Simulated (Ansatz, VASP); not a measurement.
# CdSe (Cadmoselite): VASP beside Ansatz, part 2 of 2

One calculation is typed for both programs; each brings its own data sets and cutoff. How far apart do they land?  The cell comes out of the VASP series on this material, whose earlier steps may have relaxed, scaled or displaced it; both programs get it as it stands.

VASP 6.6.1 and Ansatz 0.2.0.

So far: Starting point; Ansatz: band structure, HSE06.

### 3. VASP: band structure, HSE06

Level of this step: HSE06; plane waves and PAW (Cd, Se) (VASP).

The same cell, functional, mesh and smearing now go to VASP, with its own data sets and cutoff.

Lines of VASP's logs that name or quote its potential files are left out, and so is its time.

Input file INCAR:

```
SYSTEM = CdSe
PREC = Accurate
ENCUT = 400
EDIFF = 1E-06
NELM = 100
ISMEAR = 0
SIGMA = 0.05
LREAL = .FALSE.
ALGO = Normal
LHFCALC = .TRUE.
AEXX = 0.25
GGA = PE
HFSCREEN = 0.2
LASPH = .TRUE.
NBANDS = 24
PRECFOCK = Fast
LORBIT = 11
LWAVE = .FALSE.
LCHARG = .FALSE.
KPAR = 4
```

Input file POSCAR:

```
CdSe
1.0
    4.3156289234      0.0000000000      0.0000000000
   -2.1578144617      3.7374442810      0.0000000000
    0.0000000000      0.0000000000      7.0446329691
Cd Se
2 2
Direct
    0.3333333333      0.6666666667      0.0046907969
    0.6666666667      0.3333333333      0.5046907969
    0.3333333333      0.6666666667      0.3803092031
    0.6666666667      0.3333333333      0.8803092031
```

Input file KPOINTS:

```
Automatic mesh
0
Gamma
4 4 2
0 0 0
```

Input file KPOINTS_OPT:

```
Line mode
6
Line-mode
Reciprocal
  0.00000000   0.00000000   0.00000000 GAMMA
  0.50000000   0.00000000   0.00000000 M

  0.50000000   0.00000000   0.00000000 M
  0.33333333   0.33333333   0.00000000 K

  0.33333333   0.33333333   0.00000000 K
  0.00000000   0.00000000   0.00000000 GAMMA

  0.00000000   0.00000000   0.00000000 GAMMA
  0.00000000   0.00000000   0.50000000 A

  0.00000000   0.00000000   0.50000000 A
  0.50000000   0.00000000   0.50000000 L

  0.50000000   0.00000000   0.50000000 L
  0.33333333   0.33333333   0.50000000 H

  0.33333333   0.33333333   0.50000000 H
  0.00000000   0.00000000   0.50000000 A

  0.50000000   0.00000000   0.50000000 L
  0.50000000   0.00000000   0.00000000 M

  0.33333333   0.33333333   0.00000000 K
  0.33333333   0.33333333   0.50000000 H
```

Potentials, in the order of the species: Cd and Se (PBE family, release 64).

The run is started by

```
$ mpirun -np 4 vasp_std
```

Numbers of over 12 decimals in the logs are rounded to 6 here.

Log:

```text
[banner, memory and clock lines left out]
running    4 mpi-ranks, on    1 nodes
 distrk:  each k-point on    1 cores,    4 groups
 distr:  one band on    1 cores,    1 groups

 POSCAR found type information on POSCAR CdSe
 POSCAR found :  2 types and       4 ions
 LDA part: xc-table for (Slater+PW92), standard interpolation
 found WAVECAR, reading the header
 POSCAR, INCAR and KPOINTS ok, starting setup
 FFT: planning ... GRIDC
 FFT: planning ... GRID_SOFT
 FFT: planning ... GRID
 reading WAVECAR
 the WAVECAR file was read successfully
 initial charge from wavefunction
 entering main loop
       N       E                     dE             d eps       ncg     rms          rms(c)
DAV:   1    -0.136772786869E+02   -0.13677E+02   -0.43908E-01   384   0.568E+00    0.155E+00
DAV:   2    -0.136818694572E+02   -0.45908E-02   -0.42385E-02   432   0.204E+00    0.117E+00
DAV:   3    -0.136811327902E+02    0.73667E-03   -0.17121E-03   448   0.250E-01    0.698E-01
DAV:   4    -0.136810727930E+02    0.59997E-04   -0.53153E-04   440   0.110E-01    0.379E-01
DAV:   5    -0.136810543140E+02    0.18479E-04   -0.36888E-05   448   0.400E-02    0.214E-01
DAV:   6    -0.136810452745E+02    0.90395E-05   -0.68766E-06   416   0.167E-02    0.125E-01
DAV:   7    -0.136810440777E+02    0.11968E-05   -0.40575E-06   432   0.102E-02    0.737E-02
DAV:   8    -0.136810449991E+02   -0.92137E-06   -0.16060E-06   360   0.656E-03
   1 F= -.13681045E+02 E0= -.13681045E+02  d E =-.504426E-13
 Start KPOINTS_OPT (optional k-point list driver)
k-point batch [1-8\54]
       N       E                     dE             ncg
DAV:   1     0.222750354499E+03   -0.43757E+04      384
DAV:   2    -0.181832516732E+04   -0.20411E+04      432
DAV:   3    -0.194873215154E+04   -0.13041E+03      456
DAV:   4    -0.195132318515E+04   -0.25910E+01      464
DAV:   5    -0.195134274052E+04   -0.19555E-01      464
DAV:   6    -0.195134294419E+04   -0.20367E-03      448
DAV:   7    -0.195134294727E+04   -0.30742E-05      408
DAV:   8    -0.195134294734E+04   -0.76920E-07      320
[...]
k-point batch [49-54\54]
       N       E                     dE             ncg
DAV:   1     0.199893639758E+04   -0.57484E+04      288
DAV:   2     0.526834813331E+03   -0.14721E+04      304
DAV:   3     0.440269232119E+03   -0.86566E+02      368
DAV:   4     0.438699701107E+03   -0.15695E+01      336
DAV:   5     0.438688748968E+03   -0.10952E-01      344
DAV:   6     0.438688664173E+03   -0.84796E-04      336
DAV:   7     0.438688663415E+03   -0.75822E-06      256
```

OUTCAR, selected parts (step 3):

```text
ion  position               nearest neighbor table
   1  0.333  0.667  0.005-   4 2.64   4 2.64   4 2.64   3 2.65
   2  0.667  0.333  0.505-   3 2.64   3 2.64   3 2.64   4 2.65
   3  0.333  0.667  0.380-   2 2.64   2 2.64   2 2.64   1 2.65
   4  0.667  0.333  0.880-   1 2.64   1 2.64   1 2.64   2 2.65

  LATTYP: Found a hexagonal cell.
 ALAT       =     4.3156289234
 C/A-ratio  =     1.6323537297

 Subroutine GETGRP returns: Found 12 space group operations
 (whereof  6 operations were pure point group operations)

The static configuration has the point symmetry C_3v.
 The point group associated with its full space group is C_6v.

 Found      8 irreducible k-points:

   k-points           NKPTS =      8   k-points in BZ     NKDIM =     32   number of bands    NBANDS=     24

   dimension x,y,z NGX =    28 NGY =   28 NGZ =   48
   dimension x,y,z NGXF=    56 NGYF=   56 NGZF=   96

   ENCUT  =  400.0 eV  29.40 Ry    5.42 a.u.   7.04  7.04 11.49*2*pi/ulx,y,z

   NELECT =      36.0000    total number of electrons

 k-points in reciprocal lattice and weights: Automatic mesh
   0.00000000  0.00000000  0.00000000       0.031
   0.25000000 -0.00000000  0.00000000       0.188
   0.50000000 -0.00000000  0.00000000       0.094
   0.25000000  0.25000000  0.00000000       0.188
   0.00000000  0.00000000  0.50000000       0.031
   0.25000000 -0.00000000  0.50000000       0.188
   0.50000000 -0.00000000  0.50000000       0.094
   0.25000000  0.25000000  0.50000000       0.188

  exchange ACFDT corr.  =         0.00000000  see jH, gK, PRB 81, 115126

 average (electrostatic) potential at core
       1 -33.5958       2 -33.5958       3 -52.7515       4 -52.7515

 E-fermi :   0.5116

 k-point     1 :       0.0000    0.0000    0.0000
  band No.  band energies     occupation
    ...
     14      -0.5415      2.00000
     15      -0.5415      2.00000
     16       0.2195      2.00000
     17       0.2652      2.00000
     18       0.2653      2.00000
     19       1.8823      0.00000
     20       3.4670      0.00000
     21       7.1839      0.00000
     22       7.1839      0.00000
     23       7.4810      0.00000
    ...

 k-point     2 :       0.2500   -0.0000    0.0000
  band No.  band energies     occupation
    ...
     14      -2.3502      2.00000
     15      -1.9146      2.00000
     16      -1.1689      2.00000
     17      -0.2670      2.00000
     18      -0.1402      2.00000
     19       3.8156      0.00000
     20       4.7597      0.00000
     21       6.4390      0.00000
     22       7.2143      0.00000
     23       7.7941      0.00000
    ...

 k-point     3 :       0.5000   -0.0000    0.0000
  band No.  band energies     occupation
    ...
     14      -3.5437      2.00000
     15      -2.5288      2.00000
     16      -1.6872      2.00000
     17      -1.1233      2.00000
     18      -0.5310      2.00000
     19       4.5027      0.00000
     20       4.5487      0.00000
     21       5.9339      0.00000
     22       7.5628      0.00000
     23       7.7618      0.00000
    ...

  energy-cutoff  :      400.00
  volume of cell :      113.63
      direct lattice vectors                 reciprocal lattice vectors
     4.315628923  0.000000000  0.000000000     0.231715937  0.133781259  0.000000000
    -2.157814462  3.737444281  0.000000000     0.000000000  0.267562517  0.000000000
     0.000000000  0.000000000  7.044632969     0.000000000  0.000000000  0.141952037

 POSITION                                       TOTAL-FORCE (eV/Angst)
 -----------------------------------------------------------------------------------
     -0.00000      2.49163      0.03304        -0.000000      0.000000      0.011181
      2.15781      1.24581      3.55536         0.000000     -0.000000      0.011181
     -0.00000      2.49163      2.67914        -0.000000      0.000000     -0.011181
      2.15781      1.24581      6.20146         0.000000      0.000000     -0.011181
 -----------------------------------------------------------------------------------
    total drift:                                0.000001      0.000001     -0.000269

  FREE ENERGIE OF THE ION-ELECTRON SYSTEM (eV)
  ---------------------------------------------------
  free  energy   TOTEN  =       -13.6810449991 eV

  energy  without entropy=      -13.6810449991  energy(sigma->0) =      -13.68104500

 total charge
# of ion       s       p       d       tot
------------------------------------------
    1        0.411   0.305   9.594  10.310
    2        0.411   0.305   9.594  10.310
    3        1.447   2.462   0.020   3.928
    4        1.447   2.462   0.020   3.928
--------------------------------------------------
tot          3.716   5.534  19.228  28.477

[... 3 further parts left out ...]
```

### 4. Differences

Known differences besides the PAW data sets themselves: exact exchange at q = 0 is treated differently, which shows on coarse meshes; VASP keeps PBE cores, Ansatz makes them for the functional; the data sets hold 72 valence electrons in Ansatz (default PAW (the set named soft_2) files) and 36 in VASP; the cutoff is 420 eV in Ansatz and 400 eV in VASP; VASP takes a coarser grid for exact exchange (PRECFOCK = Fast). Total energies have different zeros and are not compared.

The two programs side by side:

| quantity | Ansatz | VASP | difference |
| --- | --- | --- | --- |
| gap over the path points (eV) | 1.616 | 1.617 | -0.001 |

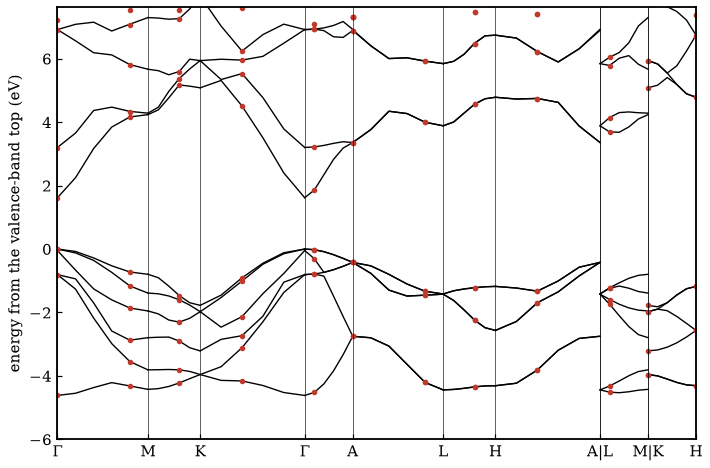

Bands from VASP (lines) and levels from Ansatz (dots). Dots without a line are higher empty bands that the VASP plot leaves out.

Levels at points of the path, from each program's valence-band top (eV; 4 filled, then empty):

| k (reciprocal lattice) | Ansatz | VASP |
| --- | --- | --- |
| 0.000 0.000 0.000 | -0.81 -0.05 0.00 0.00 1.62 3.20 6.92 | -0.81 -0.05 0.00 0.00 1.62 3.20 6.92 |
| 0.400 0.000 0.000 | -2.88 -1.86 -1.16 -0.72 4.16 4.33 5.81 | -2.87 -1.86 -1.16 -0.72 4.16 4.34 5.82 |
| 0.400 0.200 0.000 | -2.90 -2.31 -1.60 -1.47 5.16 5.37 5.59 | -2.90 -2.30 -1.60 -1.47 5.17 5.38 5.60 |
| 0.200 0.200 0.000 | -2.73 -2.13 -1.01 -0.91 4.50 5.52 5.95 | -2.73 -2.13 -1.01 -0.91 4.51 5.53 5.96 |
| 0.000 0.000 0.100 | -0.79 -0.31 -0.02 -0.02 1.86 3.21 6.93 | -0.79 -0.31 -0.02 -0.02 1.86 3.22 6.93 |
| 0.000 0.000 0.500 | -0.42 -0.42 -0.42 -0.42 3.35 3.35 6.87 | -0.42 -0.42 -0.42 -0.42 3.36 3.36 6.89 |
| 0.400 0.000 0.500 | -1.46 -1.46 -1.33 -1.33 3.99 3.99 5.92 | -1.46 -1.46 -1.33 -1.33 4.00 4.00 5.92 |
| 0.400 0.200 0.500 | -2.24 -2.24 -1.22 -1.22 4.56 4.56 6.48 | -2.24 -2.24 -1.22 -1.22 4.57 4.57 6.49 |
| 0.200 0.200 0.500 | -1.70 -1.70 -1.33 -1.33 4.74 4.74 6.22 | -1.70 -1.70 -1.33 -1.33 4.75 4.75 6.23 |
| 0.500 0.000 0.400 | -1.74 -1.59 -1.24 -1.22 3.69 4.14 5.78 | -1.74 -1.59 -1.24 -1.22 3.69 4.14 5.79 |

Among the levels compared (up to four filled and three empty ones at each point), filled levels agree within 2 meV and empty ones within 19 meV.

### 5. Summary of results

* difference in gap over the path points (band structure, HSE06): -1.0e-3 eV

What this shows: The difference in gap over the path points is -1.0e-3 eV (band structure, HSE06), within the 0.08 eV picked in this series as the mark of a large difference. How closely two codes agree says nothing of how well the functional describes the real material.

[Lines on the potential files, build, host, timing and source positions are cut from VASP's logs without a mark.]

[Logs are printed without paths, hosts, clocks, repeated set-up lines and the standing remarks that a program may print on its own settings, such as how far it seeks lower states.]

[Hosts, paths, dates, database ids (printed as entryN), source tags and the programs' standing remarks are cut or masked in the printed files.]
